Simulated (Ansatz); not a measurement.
**A convergence test on NaF (Villiaumite): wavefunction cutoff**

Aim: see how gap, energy and time of NaF (Villiaumite) follow the wavefunction cutoff.

Program: Ansatz 0.2.0. Level of theory: DFT, PBE, plane waves, PAW; PAW set soft_1. Results are calculated unless marked as measured.

The database entry behind the starting cell differs from later determinations by our own check (0.1 to 0.3 % short, probably kX units), so it need not match the best structure at ambient conditions.

## 1. Starting point

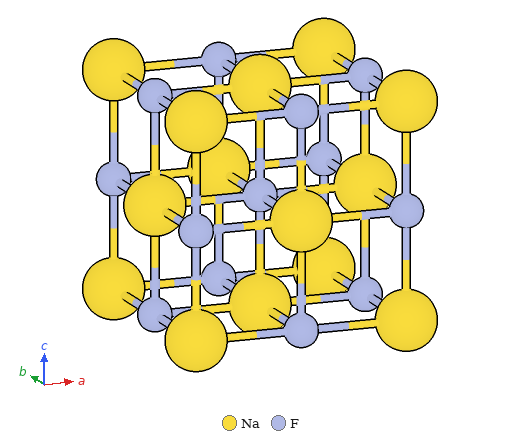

The starting structure, seen slightly off an axis (sodium yellow, fluorine light blue). This picture shows the conventional cell, with its axes. Some periodic images of atoms are drawn too.

The cell and positions come from the Crystallography Open Database and are kept as given unless a step says otherwise.

## 2. Wavefunction cutoff: 190 eV

File input.yaml:

```yaml
crystal:
  lattice:
    - [0.0, 2.31, 2.31]
    - [2.31, 0.0, 2.31]
    - [2.31, 2.31, 0.0]
  atoms:
    - { symbol: Na, position: [0.0, 0.0, 0.0] }
    - { symbol: F, position: [0.5, 0.5, 0.5] }
kpoints:
  mp_grid: { grid: [8, 8, 8] }
  band_path:
    path:
      - [0.0, 0.0, 0.0]
      - [0.5, 0.0, 0.5]
      - [0.625, 0.25, 0.625]
      - [0.375, 0.375, 0.75]
      - [0.5, 0.5, 0.5]
      - [0.5, 0.25, 0.75]
    npoints: 1
hamiltonian:
  xc: pbe
  pseudopotentials: { kind: paw, azcp: { folder: soft_1 } }
scf:
  occupations: { method: fermi_dirac, width: 0.02 }
  n_extra_bands: 4
  max_iter: 80
output:
  eigenvalues: true
basis:
  ecutwfc: 190.0
```

Command:

```console
> ansatz run input.yaml --threads 24 --pin off --max-ram 82944MiB --backend cuda --events-out ev --progress --plain --runs-dir out --devices 1 --max-vram 78GiB
```

Numbers of over 12 decimals in the logs are rounded to 6 here.

Output:

```text
Warning: basis.ecutwfc = 190 eV is below the records' recommended 420 eV, and the density's cutoff is lower with it unless basis.ecutrho_ratio is high enough to keep the records' density cutoff: compare with a run at a higher cutoff
Warning: basis.ecutrho_ratio 4 (ecutrho = 760 eV, dense FFT grid 15×15×15): the grid does not resolve the core-correction charge of F (measure 0.25 e/Å^2.5); warned from 0.08. The energy and each atom's force then go with where the atoms sit on the grid: [figures from the program's tests cut] If this deck is also warned that a cutoff or its ratio is below what is recommended, mend that before anything below. First try basis.xc_grid, which is 1 on this run (the dense grid itself), where it is not refused (2, then 3). Above 1 the core-correction charge is laid on the exchange–correlation grid, and this warning is never given, whether or not the level is enough: [rest of the remark cut]
scf.n_extra_bands = 4 over 8 filled bands (N_el = 16.0): the run solves 12 bands
GPUs: using 1 of 1 available (devices: 1).
Engine: ansatz 0.2.0, aarch64-unknown-linux-gnu
Pseudopotentials: kind: paw
Pseudopotential: Na, paw, valence charge 9, recommended cutoff 420 eV (normal), soft_1/Na.paw.azcp
Pseudopotential: F, paw, valence charge 7, recommended cutoff 420 eV (normal), soft_1/F.paw.azcp
Functional definition: PBE
  parameter kappa = 0.804
  parameter beta = 0.066725
  exchange = pbe_x(kappa = kappa, mu = beta*pi^2/3)
  correlation = pbe_c(beta = beta)
device memory: the entry about to start is reckoned to put 0.5 GiB on a device that reports 163.7 GiB free (of which the cap on the GPU budget leaves the run 78.0 GiB)
GPU FFT provider: cuFFT
GPU libraries: cuBLAS 13.8.1, cuFFT 12.4.0, cuSOLVER 12.3.2
GPU matrix products: emulated (plane waves: as basis.precision tells), large ones in fixed point in workspaces of 1.00 GiB
Crystal: 2 atoms, lattice volume = 24.653 Å³
Basis set: ecut = 190 eV, 137 PW (Γ)
Bands: 12, of which v1, the nominal top of the filled ones, is band 8 counted from 1 (7 counted from 0)
Symmetry: 48 space group operations
Space group: Fm-3m (ITA 225), of the structure as read, at distance tolerance 2.9e-5 Å
k-points: 29 of 512
Non-local potential: Na, projectors of the file, l = 0: 3, l = 1: 2, l = 2: 1
Non-local potential: F, projectors of the file, l = 0: 2, l = 1: 2, l = 2: 1
PAW form: soft (Blöchl's): semilocal exchange-correlation on the pseudo side does not see the compensation charge
PAW one-centre angular grid: Na, 110 points (default); XC on 64 Gauss nodes
PAW one-centre angular grid: F, 110 points (default); XC on 64 Gauss nodes
Initial density: superposition of atomic densities (chi_scale 0.1, normalization cell, long waves kept (reshape's long-wave potential 0.00 eV rms))
Initial wavefunctions: pseudopotential atomic-orbital guess
GPU buffer pool allocated for 3375 grid points (all kernels)
GPU transforms: local potential and band sums: pruned to the plane-wave sphere, on 15×15×15
Functional: x = pbe(κ = 0.804, μ = 0.219515), c = pbe(β = 0.066725)
SCF iter   1: F=—  HF=-2289.071950 eV  |F-HF|=—  |Δ(HF+E_count)|=         —  Δρ=3.31e-1  dr2=1.55e1  ethr=3.10e-3  ⟨swp⟩=5.0  Hψ=1781  notcnv=0
preconditioner: auto → none  [insulator: Δε(μ)=1.490 eV  Ē_g=17.307 eV  σ=0.020 eV  W_gap=1.00  n_scr=8 (ndim 8)  ℏωp=21.2 eV  f_vac=0.009  D(μ)=0.00/eV (n_scr^D=0)  ε∞_Penn≈2.5]
SCF iter   2: F=—  HF=-2284.919200 eV  |F-HF|=—  |Δ(HF+E_count)|=    4.15e0  Δρ=1.29e-1  dr2=2.38e0  ethr=3.10e-3  ⟨swp⟩=2.1  Hψ=900  notcnv=0
SCF iter   3: F=—  HF=-2284.100873 eV  |F-HF|=—  |Δ(HF+E_count)|=   8.18e-1  Δρ=1.10e-2  dr2=3.38e-2  ethr=3.10e-3  ⟨swp⟩=2.0  Hψ=899  notcnv=0
SCF iter   4: F=—  HF=-2284.097047 eV  |F-HF|=—  |Δ(HF+E_count)|=   3.83e-3  Δρ=2.15e-3  dr2=4.57e-4  ethr=2.12e-4  ⟨swp⟩=2.0  Hψ=545  notcnv=0
SCF iter   5: F=—  HF=-2284.097094 eV  |F-HF|=—  |Δ(HF+E_count)|=   4.69e-5  Δρ=2.77e-4  dr2=1.59e-5  ethr=2.86e-6  ⟨swp⟩=3.0  Hψ=693  notcnv=0
SCF iter   6: F=—  HF=-2284.097119 eV  |F-HF|=—  |Δ(HF+E_count)|=   2.48e-5  Δρ=8.99e-5  dr2=1.97e-6  ethr=9.92e-8  ⟨swp⟩=2.4  Hψ=508  notcnv=0
SCF iter   7: F=-2284.097119 eV  HF=-2284.097119 eV  |F-HF|=5.79e-10  |Δ(HF+E_count)|=   3.39e-7  Δρ=2.18e-6  dr2=1.08e-9  ethr=6.25e-10  ⟨swp⟩=1.0  Hψ=878  notcnv=0
SCF 1 converged in 7 iterations: F = -2284.097119 eV  dr2 = 1.08e-9
[...]
device memory: the entry about to start is reckoned to put 1.1 GiB on a device that reports 163.7 GiB free (of which the cap on the GPU budget leaves the run 78.0 GiB)
NSCF: frozen V_eff on 6 k-points
SCF converged after 7 iterations
Free energy (F): -2284.097119 eV
Harris-Foulkes:  -2284.097119 eV  (|F-HF|=5.79e-10)
Internal energy: -2284.097119 eV  (E = F + TS)
E sigma→0 (E₀):  -2284.097119 eV
Fermi energy:    4.182773 eV
--- Per-component energies (eV) ---
  E_band       = -245.427016
  E_kinetic    = 350.953762
  E_local      = -1814.639606  (includes V_loc(G=0)·N_el)
  E_nonlocal   = 329.256396
  E_hartree    = 606.676562
  E_xc         = -125.485631
  E_vxc        = -161.198813  (∫ρ·V_xc dr)
  E_paw        = -488.070098  (= ΣΔE_a)
  E_vpaw       = -163.199334  (= ΣTr[D̂ρ^β])
  E_aug_tail   = 0.048420  (compensation charges beyond the density's cutoff)
  E_ewald      = -1142.836923
  E_smearing   = -0.000000  (= −TS)
  E_closure    = 0.000000  (closes the sum)
  Σ components = -2284.097119   (vs F -2284.097119, Δ=0.00e0)
--- Band table (eV; the first three rows and the last of 29) ---
  k-point 0: bands = [... 4 lower, -18.5149, 1.3170, 1.3170, 1.3170, 7.0266, 20.0777, 20.0777, 20.0777]
  k-point 1: bands = [... 4 lower, -18.6649, 0.2545, 0.4078, 0.4078, 7.5475, 18.2916, 20.3045, 20.3045]
  k-point 2: bands = [... 4 lower, -18.4468, -0.0369, 0.3220, 0.3220, 8.9142, 16.1584, 20.8287, 20.8287]
  k-point 28: bands = [... 4 lower, -18.5620, 0.0712, 0.0909, 0.0909, 14.3215, 14.3215, 16.2150, 17.7575]
```

It took 1.2 s on 1 × NVIDIA GB200 (shared by 2 runs) with 24 threads of Arm Neoverse V2, shared host; peak memory 0.97 GiB.

Numbers from this step:

| Item | Value |
| --- | --- |
| gap | 5.710 eV |
| valence top at | Γ |
| conduction bottom at | Γ |
| least direct gap | 5.710 eV |

The gap is direct, at Γ.

## 3. Wavefunction cutoff: 290 eV

input.yaml: that of step 2 with these lines changed.

```diff
@@ -23,3 +23,3 @@
 scf:
-  occupations: { method: fermi_dirac, width: 0.02 }
+  occupations: { method: fixed }
   n_extra_bands: 4
@@ -29,2 +29,2 @@
 basis:
-  ecutwfc: 190.0
+  ecutwfc: 290.0
```

Output:

```text
[...]
GPUs: using 1 of 1 available (devices: 1).
[...]
GPU FFT provider: cuFFT
GPU libraries: cuBLAS 13.8.1, cuFFT 12.4.0, cuSOLVER 12.3.2
[...]
Crystal: 2 atoms, lattice volume = 24.653 Å³
Basis set: ecut = 290 eV, 283 PW (Γ)
Bands: 12, of which v1, the nominal top of the filled ones, is band 8 counted from 1 (7 counted from 0)
Symmetry: 48 space group operations
[...]
Fermi energy:    0.940141 eV
[...]
--- Band table (eV; the first three rows and the last of 29) ---
  k-point 0: bands = [... 4 lower, -17.9788, 0.9401, 0.9401, 0.9401, 7.3378, 20.0724, 20.0724, 20.0724]
  k-point 1: bands = [... 4 lower, -17.7829, 0.6529, 0.9119, 0.9119, 7.8844, 18.3273, 20.3104, 20.3104]
  k-point 2: bands = [... 4 lower, -17.5165, 0.0588, 0.8181, 0.8181, 9.2096, 16.2216, 20.8347, 20.8347]
  k-point 28: bands = [... 4 lower, -17.5516, 0.1111, 0.1111, 0.3972, 14.2952, 14.2952, 16.3116, 17.9560]
[key lines of the parts left out:]
SCF converged after 8 iterations
Free energy (F): -2296.799796 eV
```

The job ended after 1.1 s (1 × NVIDIA GB200 (shared by 2 runs) with 24 threads; peak memory 0.98 GiB).

This step gave:

- gap: 6.398 eV
- valence top at: Γ
- conduction bottom at: Γ
- least direct gap: 6.398 eV

The gap is 6.398 eV, +0.688 eV from the run before at this level.

## 4. Wavefunction cutoff: 420 eV (the default)

input.yaml, the sections that differ from step 3:

```yaml
kpoints:
  mp_grid: { grid: [8, 8, 8] }
  band_path:
    path:
      - [[0.0, 0.0, 0.0], [0.5, 0.0, 0.5], [0.625, 0.25, 0.625]]
      - [[0.375, 0.375, 0.75], [0.0, 0.0, 0.0], [0.5, 0.5, 0.5], [0.5, 0.25, 0.75], [0.5, 0.0, 0.5]]
    npoints: 10
scf:
  occupations: { method: fermi_dirac, width: 0.02 }
  n_extra_bands: 4
# crystal, hamiltonian, output: as in step 3
# basis: removed
```

Output:

```text
[...]
GPUs: using 1 of 1 available (devices: 1).
[...]
GPU FFT provider: cuFFT
GPU libraries: cuBLAS 13.8.1, cuFFT 12.4.0, cuSOLVER 12.3.2
[...]
Crystal: 2 atoms, lattice volume = 24.653 Å³
Basis set: ecut = 420 eV, 531 PW (Γ)
Bands: 12, of which v1, the nominal top of the filled ones, is band 8 counted from 1 (7 counted from 0)
Symmetry: 48 space group operations
[...]
Fermi energy:    4.184667 eV
[...]
--- Band table (eV; the first three rows and the last of 29) ---
  k-point 0: bands = [... 4 lower, -17.9345, 0.9840, 0.9840, 0.9840, 7.3492, 20.0309, 20.0309, 20.0309]
  k-point 1: bands = [... 4 lower, -17.7164, 0.6871, 0.9459, 0.9459, 7.8977, 18.2967, 20.2723, 20.2723]
  k-point 2: bands = [... 4 lower, -17.4387, 0.0820, 0.8541, 0.8541, 9.2215, 16.2072, 20.8054, 20.8054]
  k-point 28: bands = [... 4 lower, -17.4756, 0.1040, 0.1040, 0.4073, 14.2734, 14.2734, 16.3101, 17.9638]
[key lines of the parts left out:]
SCF converged after 7 iterations
Free energy (F): -2297.425085 eV
```

Run time: 1.2 s. Hardware: 1 × NVIDIA GB200 (shared by 2 runs) with 24 threads; peak memory 0.97 GiB.

Numbers from this step:

* gap: 6.365 eV
* valence top at: Γ
* conduction bottom at: Γ
* least direct gap: 6.365 eV

The gap is 6.365 eV, −0.032 eV from the run before at this level.

## 5. Wavefunction cutoff: 630 eV

input.yaml, the sections that differ from step 4:

```yaml
kpoints:
  mp_grid: { grid: [8, 8, 8] }
  band_path:
    path:
      - [0.0, 0.0, 0.0]
      - [0.5, 0.0, 0.5]
      - [0.625, 0.25, 0.625]
      - [0.375, 0.375, 0.75]
      - [0.5, 0.5, 0.5]
      - [0.5, 0.25, 0.75]
    npoints: 1
scf:
  occupations: { method: fixed }
  n_extra_bands: 4
  max_iter: 80
basis:
  ecutwfc: 630.0
# crystal, hamiltonian, output: as in step 4
```

Output:

```text
[...]
GPUs: using 1 of 1 available (devices: 1).
[...]
GPU FFT provider: cuFFT
GPU libraries: cuBLAS 13.8.1, cuFFT 12.4.0, cuSOLVER 12.3.2
[...]
Crystal: 2 atoms, lattice volume = 24.653 Å³
Basis set: ecut = 630 eV, 893 PW (Γ)
Bands: 12, of which v1, the nominal top of the filled ones, is band 8 counted from 1 (7 counted from 0)
Symmetry: 48 space group operations
[...]
Fermi energy:    0.984533 eV
[...]
--- Band table (eV; the first three rows and the last of 29) ---
  k-point 0: bands = [... 4 lower, -17.9347, 0.9845, 0.9845, 0.9845, 7.3496, 20.0298, 20.0298, 20.0298]
  k-point 1: bands = [... 4 lower, -17.7162, 0.6874, 0.9460, 0.9460, 7.8979, 18.2968, 20.2706, 20.2706]
  k-point 2: bands = [... 4 lower, -17.4385, 0.0821, 0.8542, 0.8542, 9.2217, 16.2077, 20.8037, 20.8037]
  k-point 28: bands = [... 4 lower, -17.4753, 0.1043, 0.1043, 0.4075, 14.2743, 14.2743, 16.3097, 17.9620]
[key lines of the parts left out:]
SCF converged after 8 iterations
Free energy (F): -2297.428374 eV
```

Elapsed: 1.1 s, on 1 × NVIDIA GB200 (shared by 2 runs) with 24 threads; peak memory 0.97 GiB; 1.6 s of CPU time.

Numbers from this step:

```yaml
gap: 6.365 eV
valence_top_at: Γ
conduction_bottom_at: Γ
least_direct_gap: 6.365 eV
```

The gap is 6.365 eV, as in the run before at this level.

## 6. The series

Differences are against the last row; a negative gap means that bands overlap, and a run with a band path holds that path's time. Times are wall times on 1 × NVIDIA GB200 (shared by 2 runs) with 24 threads of Arm Neoverse V2, shared host, good to a factor of about two.

```csv
wavefunction cutoff,gap (eV),direct gap (eV),gap error (eV),energy error (meV/atom),irreducible k,time
190 eV,5.710,5.710,−0.655,+6665.6,29,1.2 s
290 eV,6.398,6.398,+0.033,+314.3,29,1.1 s
420 eV,6.365,6.365,+0.0002,+1.6,29,1.2 s
630 eV,6.365,6.365,+0.000,+0.0,29,1.1 s
```

## 7. Results

| Quantity | Value |
| --- | --- |
| 190 eV | 5.710 eV |
| 290 eV | 6.398 eV |
| 420 eV | 6.365 eV |
| 630 eV | 6.365 eV |

In words: The gap holds to 0.02 eV from 420 eV on. At 190 eV the gap is off by −0.655 eV and the energy by +6666 meV/atom.

[Paths, hosts, dates, memory and timing lines, banners, echoed tables and standing remarks are left out of the program output.]

[Logs are printed without paths, hosts, clocks, repeated set-up lines and the standing remarks that a program may print on its own settings, such as how far it seeks lower states.]

[Runs of the session that timed out or met a known fault of the program may be left out.]

[Cells called generated may have been cut or substituted from an entry of the Crystallography Open Database or the Materials Project.]

[No measured gap is set beside runs whose start may be inverted or whose files or cutoffs have a known fault.]

[Hosts, paths, dates, database ids (printed as entryN), source tags and the programs' standing remarks are cut or masked in the printed files.]
